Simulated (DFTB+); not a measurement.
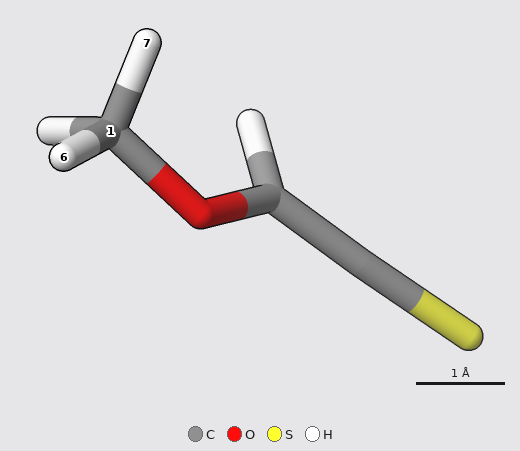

*The input geometry (stick view, seen at a tilt; atoms are numbered from 1 in the order of the input).*

Bond lengths as drawn: C–C 1.31 Å, C–H 1.09 to 1.10 Å, C–O 1.37 to 1.41 Å and C–S 1.56 Å.

**Polarizability calculation, with input and output: C₃H₄OS**

C₃H₄OS, SMILES COC=C=S, computed with DFTB2, R-SCC (DFTB+ 25.1).

The geometry comes from this level: GFN2-xTB.

## The program's output
```
|  DFTB+ development version (commit: a23bfb2)

Reading input file 'dftb_in.hsd'
Parser version: 14

--------------------------------------------------------------------------------
Reading SK-files:
./slakos/cc.spl
./slakos/co.spl
./slakos/cs.spl
./slakos/ch.spl
./slakos/oo.spl
./slakos/os.spl
./slakos/oh.spl
./slakos/ss.spl
./slakos/sh.spl
./slakos/hh.spl
Done.

Processed input in HSD format written to 'dftb_pin.hsd'

Starting initialization...
--------------------------------------------------------------------------------
OpenMP threads:              1
Chosen random seed:          2038740860
Current stacksize:           unlimited
Mode:                        Static calculation
Self consistent charges:     Yes
SCC-tolerance:                 0.100000E-08
Max. scc iterations:                    100
Shell resolved Hubbard:      No
Spin polarisation:           No
Nr. of up electrons:            14.000000
Nr. of down electrons:          14.000000
Periodic boundaries:         No
Electronic solver:           Relatively robust
Mixer:                       Broyden mixer
Mixing parameter:                  0.200000
Nr. of chrg. vec. in memory:            100
Max. SCC-cycles:                        100
Electronic temperature:              0.950045E-03 H      0.258520E-01 eV
Initial charges:             Set automatically (system chrg:   0.000E+00)
Included shells:             C:  s, p
                             O:  s, p
                             S:  s, p, d
                             H:  s
Extra options:
                             Mulliken analysis

--------------------------------------------------------------------------------

***  Geometry step: 0

 iSCC Total electronic   Diff electronic      SCC error
    1   -0.12635197E+02    0.00000000E+00    0.37252578E+00
    2   -0.12649834E+02   -0.12635197E+02    0.24344015E+00
    3   -0.12654749E+02   -0.14637752E-01    0.79706880E-01
    4   -0.12655320E+02   -0.49146724E-02    0.11069701E-01
    5   -0.12655343E+02   -0.57077018E-03    0.68662294E-02
    6   -0.12655347E+02   -0.23079687E-04    0.46001011E-02
    7   -0.12655349E+02   -0.43946875E-05    0.12292960E-02
    8   -0.12655349E+02   -0.14012233E-05    0.23328324E-03
    9   -0.12655349E+02   -0.84266446E-07    0.90893627E-05
   10   -0.12655349E+02   -0.97733412E-08    0.48706172E-05
   11   -0.12655349E+02   -0.53468341E-11    0.11679206E-06
   12   -0.12655349E+02   -0.16591173E-11    0.19408708E-07
   13   -0.12655349E+02    0.00000000E+00    0.78321793E-10

Total Energy:                      -12.3288757389 H         -335.4858 eV
Extrapolated to 0K:                -12.3288757389 H         -335.4858 eV
Total Mermin free energy:          -12.3288757389 H         -335.4858 eV
Force related energy:              -12.3288757389 H         -335.4858 eV

 Perturbation calculation with respect to applied electric field

 Non-metallic system
 Polarisabilty for field along x
 Static response calculation
 SCC Iter  Error
 1         0.207559249250E+02
 2         0.543239431290E+02
 3         0.138254623468E+02
 4         0.790873576074E+00
 5         0.232025216397E+00
 6         0.111424582049E+00
 7         0.209476737219E-01
 8         0.262271017038E-02
 9         0.170244816468E-02
 10        0.482895002258E-04
 11        0.100072025660E-04
 12        0.184637240930E-05
 Polarisabilty for field along y
 Static response calculation
 SCC Iter  Error
 1         0.542755419843E+01
 2         0.134799665905E+02
 3         0.386405093314E+01
 4         0.152306259419E+01
 5         0.233191607657E+00
 6         0.667724891546E-01
 7         0.461276095743E-01
 8         0.656511941612E-03
 9         0.454269150906E-03
 10        0.794113053709E-04
 11        0.109963004791E-05
 Polarisabilty for field along z
 Static response calculation
 SCC Iter  Error
 1         0.322888209346E+02
 2         0.840800534958E+02
 3         0.215621684352E+02
 4         0.114531251467E+01
 5         0.267356609500E+00
 6         0.175826867634E+00
 7         0.288712075800E-01
 8         0.720264768342E-02
 9         0.378068781757E-02
 10        0.836300362064E-04
 11        0.324535042637E-04
 12        0.209387576704E-05

 Electric field polarisability (a.u.)

 Static polarisability:
  0.311194515013E+02 -0.224304164944E+01  0.346460140131E+02
 -0.224304209989E+01  0.179347187717E+02 -0.595893452981E+01
  0.346460128014E+02 -0.595893381493E+01  0.613147528894E+02

--------------------------------------------------------------------------------
--------------------------------------------------------------------------------
SCC                                    +       0.00 ( 61.2%)       0.01 ( 76.9%)
--------------------------------------------------------------------------------
Missing                                +       0.00 ( 38.8%)       0.00 ( 23.1%)
Total                                  =       0.01 (100.0%)       0.01 (100.0%)
--------------------------------------------------------------------------------
```

## File detailed.out
```
Fermi distribution function

Calculation with static geometry

********************************************************************************
 iSCC Total electronic   Diff electronic      SCC error
   13   -0.12655349E+02    0.00000000E+00    0.78321793E-10
********************************************************************************

 Total charge:    -0.00000000

 Atomic gross charges (e)
 Atom           Charge
    1       0.03343758
    2      -0.20735205
    3       0.06095868
    4       0.02593835
    5      -0.13699218
    6       0.05762817
    7       0.04281619
    8       0.04254127
    9       0.08102398

Nr. of electrons (up):     28.00000000
Atom populations (up)
 Atom       Population
    1       3.96656242
    2       6.20735205
    3       3.93904132
    4       3.97406165
    5       6.13699218
    6       0.94237183
    7       0.95718381
    8       0.95745873
    9       0.91897602

l-shell populations (up)
 Atom Sh.   l       Population
    1   1   0       1.21500292
    1   2   1       2.75155949
    2   1   0       1.69955252
    2   2   1       4.50779953
    3   1   0       1.13859717
    3   2   1       2.80044415
    4   1   0       1.24087356
    4   2   1       2.73318809
    5   1   0       1.81402952
    5   2   1       4.17841415
    5   3   2       0.14454851
    6   1   0       0.94237183
    7   1   0       0.95718381
    8   1   0       0.95745873
    9   1   0       0.91897602

Orbital populations (up)
 Atom Sh.   l   m       Population  Label
    1   1   0   0       1.21500292  s
    1   2   1  -1       0.95088290  p_y
    1   2   1   0       0.85863985  p_z
    1   2   1   1       0.94203674  p_x
    2   1   0   0       1.69955252  s
    2   2   1  -1       1.58220146  p_y
    2   2   1   0       1.33247927  p_z
    2   2   1   1       1.59311880  p_x
    3   1   0   0       1.13859717  s
    3   2   1  -1       0.86122517  p_y
    3   2   1   0       0.92977388  p_z
    3   2   1   1       1.00944510  p_x
    4   1   0   0       1.24087356  s
    4   2   1  -1       0.78184490  p_y
    4   2   1   0       0.93765961  p_z
    4   2   1   1       1.01368358  p_x
    5   1   0   0       1.81402952  s
    5   2   1  -1       1.24579864  p_y
    5   2   1   0       1.33103644  p_z
    5   2   1   1       1.60157906  p_x
    5   3   2  -2       0.01353152  d_xy
    5   3   2  -1       0.02445520  d_yz
    5   3   2   0       0.06884997  d_z2
    5   3   2   1       0.01662811  d_xz
    5   3   2   2       0.02108371  d_x2-y2
    6   1   0   0       0.94237183  s
    7   1   0   0       0.95718381  s
    8   1   0   0       0.95745873  s
    9   1   0   0       0.91897602  s

Fermi level:                        -0.1544899848 H           -4.2039 eV
Band energy:                       -12.3311818706 H         -335.5485 eV
TS:                                  0.0000000000 H            0.0000 eV
Band free energy (E-TS):           -12.3311818706 H         -335.5485 eV
Extrapolated E(0K):                -12.3311818706 H         -335.5485 eV
Input / Output electrons (q):     28.0000000000     28.0000000000

Energy H0:                         -12.6651907250 H         -344.6374 eV
Energy SCC:                          0.0098420205 H            0.2678 eV
Total Electronic energy:           -12.6553487046 H         -344.3696 eV
Repulsive energy:                    0.3264729656 H            8.8838 eV
Total energy:                      -12.3288757389 H         -335.4858 eV
Extrapolated to 0:                 -12.3288757389 H         -335.4858 eV
Total Mermin free energy:          -12.3288757389 H         -335.4858 eV
Force related energy:              -12.3288757389 H         -335.4858 eV

Non-constrained calculation

SCC converged

Dipole moment:    0.58953522   -0.51425682    1.03443509 au
Dipole moment:    1.49844919   -1.30711055    2.62927195 Debye

Atomic charge derivatives (a.u.), d q / d E_x:
   1   0.634003438238E+00
   2  -0.117134632008E+01
   3  -0.155046099922E+01
   4  -0.702206973411E+00
   5   0.612959176628E+01
   6  -0.183861154260E+01
   7   0.146639996892E+01
   8  -0.253562939749E+01
   9  -0.431739940646E+00

Atomic charge derivatives (a.u.), d q / d E_y:
   1  -0.511466978215E-01
   2  -0.237758675767E+01
   3   0.232422695573E+00
   4   0.167132669861E+00
   5  -0.160722258914E+01
   6  -0.220244943430E+01
   7   0.102678070148E+01
   8   0.186638091473E+01
   9   0.294568849728E+01

Atomic charge derivatives (a.u.), d q / d E_z:
   1   0.964488704804E+00
   2  -0.999354605829E+00
   3  -0.230269771222E+01
   4  -0.117819029020E+01
   5   0.957084440253E+01
   6  -0.207090683265E+01
   7  -0.259456372327E+01
   8   0.430462501681E-01
   9  -0.143266619334E+01

 Electric field polarisability (a.u.)

 Static polarisability:
  0.311194515013E+02 -0.224304164944E+01  0.346460140131E+02
 -0.224304209989E+01  0.179347187717E+02 -0.595893452981E+01
  0.346460128014E+02 -0.595893381493E+01  0.613147528894E+02
```

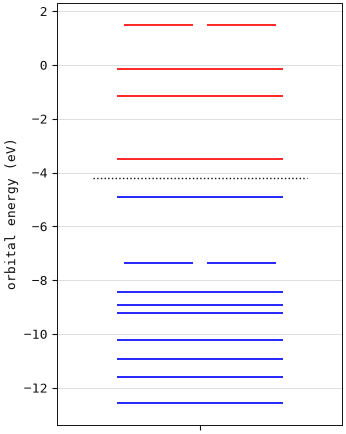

*Orbital energies near the frontier; the dotted line parts filled from empty levels, and levels within 0.02 eV of each other stand side by side.*

Highest filled −4.91 eV, lowest empty −3.49 eV, 1.42 eV apart.

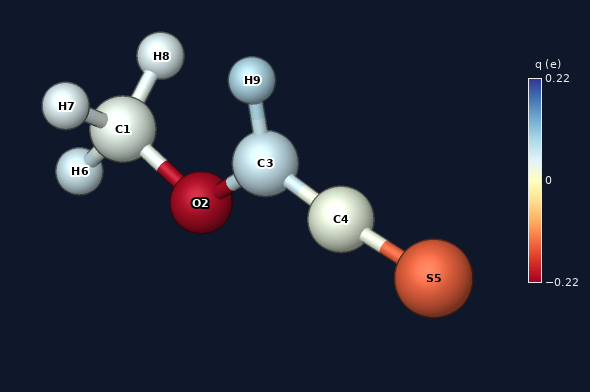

*Mulliken charges, as the colour of each atom (ball-and-stick view, seen at a tilt; atoms are numbered from 1 in the order of the input).*

By element: C +0.03 to +0.06, O −0.21, S −0.14 and H +0.04 to +0.08 e.

The run was set up as follows.

## Input (dftb_in.hsd)
```
Geometry = xyzFormat {
  <<< "geo.xyz"
}

Hamiltonian = DFTB {
  SCC = Yes
  SlaterKosterFiles = Type2FileNames {
    Prefix = "slakos/"
    Separator = ""
    Suffix = ".spl"
    LowerCaseTypeName = Yes
  }
  MaxAngularMomentum {
    C = "p"
    O = "p"
    S = "d"
    H = "s"
  }
  SCCTolerance = 1e-09
  Filling = Fermi {
    Temperature [K] = 300
  }
}

Analysis {
  Polarisability {
    Static = Yes
  }
}

Options {
  WriteResultsTag = Yes
}

InputVersion = 25.1
```

## File geo.xyz
```
9

C      0.838480     0.179840     1.215080
O      0.205010     0.708620     0.077450
C     -0.478750    -0.211370    -0.680360
C     -1.161060     0.077390    -1.755090
S     -1.991160     0.309420    -3.056300
H      1.333480     1.020330     1.698750
H      0.115710    -0.262670     1.909810
H      1.586700    -0.574040     0.945470
H     -0.448420    -1.247530    -0.354830
```

Run as:
```bash
dftb+ > dftb.out
```

## Key numbers

```csv
quantity,value
outcome,converged
total energy,−12.328876 hartree
basis functions,29
HOMO,−4.91 eV
LUMO,−3.49 eV
dipole moment,3.30 D
hardware,"1 thread of AMD EPYC (Zen 5), 64 GiB of memory available, shared host"
peak memory,0.068 GiB
```
